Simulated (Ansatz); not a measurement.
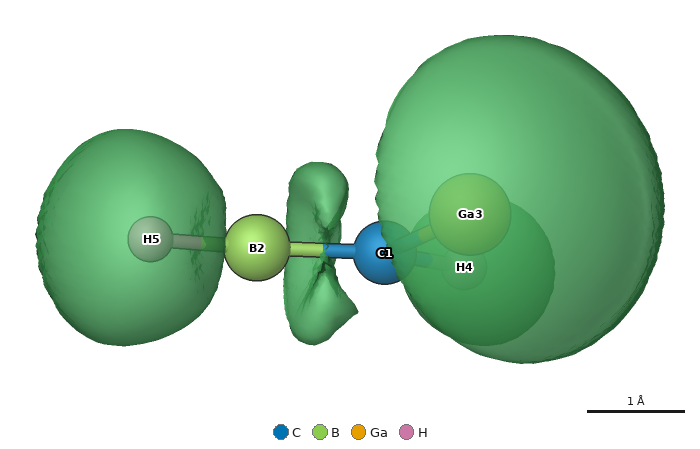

*CH2BGa (SMILES B=[CH][Ga]). Isosurface of the electron localisation function at 0.85 (green), seen from one side. Only the valence region is drawn (cores and ρ < 0.01 e/Å³ removed).*

Geometry: PBE0-D4/def2-TZVP.

Computed with isolated molecule in a Gaussian basis; Kohn-Sham density functional theory, functional PBE0 (Ansatz).

The calculation's input:

```
crystal:
  periodic: [false, false, false]
  atoms:
    - symbol: C
      position_ang: [-0.015127, -0.780125, 0.305641]
    - symbol: B
      position_ang: [0.799096, 0.041401, 0.992335]
    - symbol: Ga
      position_ang: [-0.324184, 0.151300, -1.497867]
    - symbol: H
      position_ang: [-0.583726, -1.694627, 0.249158]
    - symbol: H
      position_ang: [1.501261, 0.882541, 1.419793]
basis:
  gaussian:
    orbitals: def2-TZVPD
total_charge: 0
hamiltonian:
  xc: {name: PBE0}
output: {forces: true, orbitals: {seedname: orbitals}}
```

Command:

```sh
ansatz run input.yaml --threads 2 --pin off --max-ram 4350MiB --events-out events.jsonl --progress --plain --runs-dir runs
```

> Describe the localisation domains.

At this value the surface marks out one region between bonded B–C atoms (shared pairs), two regions around hydrogen nuclei and one lobe on Ga, pointing away from the bonds (lone pairs).

Values along the shortest contacts:
C–B (1.35 Å): the ELF peaks at about 0.90 between the atoms: a covalent bond. C–Ga (2.05 Å): the ELF peaks at about 0.80 in the valence shell of C, 0.7 Å from its nucleus, and is about 0.40 at the midpoint.
